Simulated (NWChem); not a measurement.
**doublet BNH3ClO+ at 4 levels**

Aim: a comparison of 4 runs (UHF/STO-3G, UHF/3-21G, UM06-2X/def2-SVPD, UMP2/def2-SVPD) of doublet BNH3ClO+. 

Program for the calculation: NWChem 7.3.0.

6 further runs of the same task are left out: 6 that didn't finish. Runs told in other sessions of the task aren't counted.

### Step 1. Starting point

BNH3ClO+ has 7 atoms, charge +1, and is taken as a doublet. As SMILES of the parent species, `NB(O)Cl`. The shape is that of a PBE0-D4/def2-TZVP optimisation. This is one conformer, not always the lowest. That shape belongs to the parent species and isn't relaxed for this state.

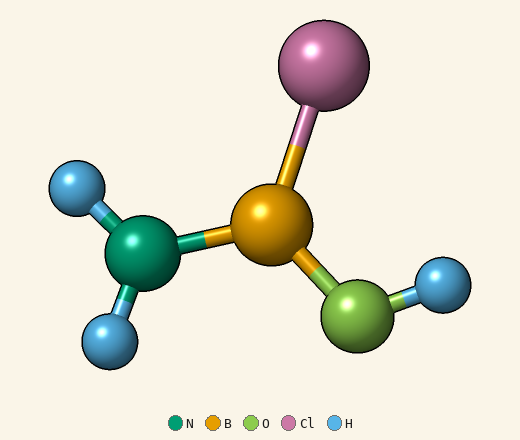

Viewed from a chosen angle; nitrogen teal, boron amber, oxygen green, chlorine pink, hydrogen blue.

### Step 2. A single-point energy at UHF/STO-3G (run 1)

bclh3no.nw

```
echo
start bclh3no
title "BClH3NO hf"
memory total 2200 mb
charge 1

geometry noautosym nocenter noautoz
 N     -0.520100     0.976200    -0.014400
 B      0.060900    -0.288100    -0.083300
 O      1.097000    -0.622600     0.732400
 Cl    -0.570000    -1.477100    -1.260400
 H     -1.284200     1.257300    -0.599100
 H     -0.194300     1.671700     0.633400
 H      1.410800    -1.517400     0.591500
end

basis spherical bse
 * library STO-3G
end

scf
 nopen 1
 uhf
 thresh 1e-08
 maxiter 80
end

task scf energy
```

Started as:

```bash
$ nwchem bclh3no.nw > bclh3no.out
```

What it wrote:

```text
[...]
  functions       =    27
[...]
  wavefunction    = UHF
[...]
         Total SCF energy =   -608.142425618309
      One electron energy =  -1117.586582868873
      Two electron energy =    364.708774685148
 Nuclear repulsion energy =    144.735382565416
                       Sz =      0.5000
                 Sz(Sz+1) =      0.7500
                      S^2 =      0.8213
[...]
```

It took 3.9 s on 1 thread of AMD EPYC 7R43 (Zen 3), shared host; peak memory 0.098 GiB.

### Step 3. A single-point energy at UHF/3-21G (run 2)

bclh3no.nw

```
start bclh3no
title "BClH3NO"
memory 2200 mb
charge 1

geometry units angstrom noautosym nocenter noautoz
N     -0.520100     0.976200    -0.014400
B      0.060900    -0.288100    -0.083300
O      1.097000    -0.622600     0.732400
Cl    -0.570000    -1.477100    -1.260400
H     -1.284200     1.257300    -0.599100
H     -0.194300     1.671700     0.633400
H      1.410800    -1.517400     0.591500
end

basis spherical bse
N library 3-21G
B library 3-21G
O library 3-21G
Cl library 3-21G
H library 3-21G
end

scf
doublet
uhf
thresh 1e-08
maxiter 80
end

task scf energy
```

Started as:

```bash
$ nwchem bclh3no.nw > bclh3no.out
```

What it wrote:

```text
[...]
  functions       =    46
[...]
  wavefunction    = UHF
[...]
         Total SCF energy =   -611.982805439888
      One electron energy =  -1121.830263186147
      Two electron energy =    365.112075180844
 Nuclear repulsion energy =    144.735382565416
                       Sz =      0.5000
                 Sz(Sz+1) =      0.7500
                      S^2 =      0.7631
[...]
```

Run time: 3.6 s. Hardware: 1 thread of AMD EPYC 7R43 (Zen 3), shared host; peak memory 0.096 GiB.

Run 3 isn't shown in full; the table further down has it.

### Step 4. The energy at UMP2/def2-SVPD (run 4)

bclh3no.nw

```
start bclh3no
title "BClH3NO"
memory total 2200 mb
charge 1

geometry units angstrom noautosym nocenter noautoz
 N     -0.520100     0.976200    -0.014400
 B      0.060900    -0.288100    -0.083300
 O      1.097000    -0.622600     0.732400
 Cl    -0.570000    -1.477100    -1.260400
 H     -1.284200     1.257300    -0.599100
 H     -0.194300     1.671700     0.633400
 H      1.410800    -1.517400     0.591500
end

basis spherical bse
 * library def2-SVPD
end

scf
 doublet
 uhf
 thresh 1e-08
 maxiter 80
 print medium
end

mp2
 freeze core 8
 tight
end

task mp2
```

Started as:

```bash
$ nwchem bclh3no.nw > bclh3no.out
```

What it wrote:

```text
[...]
  functions       =   114
[...]
  wavefunction    = UHF
[...]
         Total SCF energy =   -614.805229243543
      One electron energy =  -1125.405068726671
      Two electron energy =    365.864456917712
 Nuclear repulsion energy =    144.735382565416
                       Sz =      0.5000
                 Sz(Sz+1) =      0.7500
                      S^2 =      0.7616
[...]
          Total MP2 energy          -615.363271354738
[...]
```

It took 49 s on 1 thread of AMD EPYC 7R43 (Zen 3), shared host; peak memory 0.36 GiB.

### Step 5. Overview of the runs

```csv
run,level,iteration cap,module,energy (Eh),HOMO energy (eV),LUMO energy (eV),⟨S²⟩,wall time
1,UHF/STO-3G,80,scf,-608.142426,-15.75,-5.79,0.821,3.9 s
2,UHF/3-21G,80,scf,-611.982805,-17.85,-7.83,0.763,3.6 s
3,UM06-2X/def2-SVPD,100,dft,-616.270441,-16.00,-11.89,0.761,2.5 min
4,UMP2/def2-SVPD,80,mp2,-615.363271,-17.85,-7.80,0.762,49 s
```

### Step 6. Summary of results

| quantity | value |
| --- | --- |
| run 4: total energy | -615.36327 Eh |
| run 4: HOMO energy (Hartree–Fock orbitals) (highest over α and β) | -17.85 eV |
| run 4: LUMO energy (Hartree–Fock orbitals) (lowest over α and β) | -7.80 eV |
| run 4: correlation energy (8 core orbitals frozen) | -558.0 mEh |
| run 4: ⟨S²⟩ of the reference determinant | 0.762 |

In run 1 the basis is minimal, so the values are rough. All runs together took 3.4 min, the longest 2.5 min.
